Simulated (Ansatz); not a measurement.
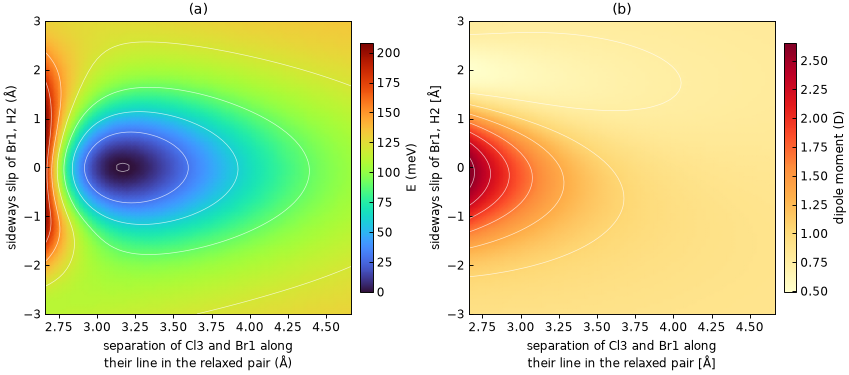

The pair BrH···Cl₂. First axis: separation of Cl3 and Br1 along their line in the relaxed pair. Second axis: sideways slip of Br1, H2. Nothing is relaxed (both partners rigid). The grid has 11 × 11 points. Points are written as (first, second). Energies: meV, counted from the lowest grid point. Computed with RKS B3LYP-D4/def2-SVPD in Ansatz 0.2.0.

Panel (a) is the energy and panel (b) the computed dipole moment on the same grid.

Drawn: a smooth colour map with a few white contour lines. Between grid points the surface is interpolated.

**How does the dipole moment vary over the map, and what is it at the lowest grid point?**

Leaving out the highest fifth of the energies, it runs from 0.56 D at (2.872 Å, 1.8 Å) to 2.41 D at (2.741 Å, 0.0 Å). At the lowest grid point, (3.216 Å, 0.0 Å), it is 1.41 D.

```csv
"second ↓, first →",2.662,2.741,2.872,3.032,3.216,3.420,3.640,3.876,4.125,4.387,4.662
3.0,0.78,0.77,0.77,0.77,0.77,0.78,0.78,0.79,0.79,0.80,0.81
2.4,0.62,0.63,0.65,0.67,0.69,0.71,0.74,0.76,0.77,0.78,0.80
1.8,0.53,0.54,0.56,0.59,0.63,0.67,0.70,0.73,0.76,0.78,0.79
1.2,1.18,1.09,0.97,0.86,0.78,0.75,0.74,0.75,0.77,0.79,0.80
0.6,2.14,1.94,1.66,1.38,1.14,0.98,0.88,0.84,0.82,0.82,0.82
0.0,2.65,2.41,2.06,1.71,1.41,1.17,1.02,0.93,0.88,0.86,0.85
−0.6,2.43,2.23,1.94,1.66,1.40,1.20,1.07,0.98,0.92,0.89,0.87
−1.2,1.78,1.68,1.52,1.37,1.23,1.12,1.04,0.98,0.93,0.91,0.89
−1.8,1.25,1.22,1.17,1.12,1.07,1.02,0.98,0.95,0.93,0.91,0.89
−2.4,1.01,1.01,1.00,0.98,0.97,0.95,0.94,0.92,0.91,0.90,0.89
−3.0,0.92,0.92,0.92,0.92,0.92,0.91,0.91,0.90,0.89,0.89,0.88
```
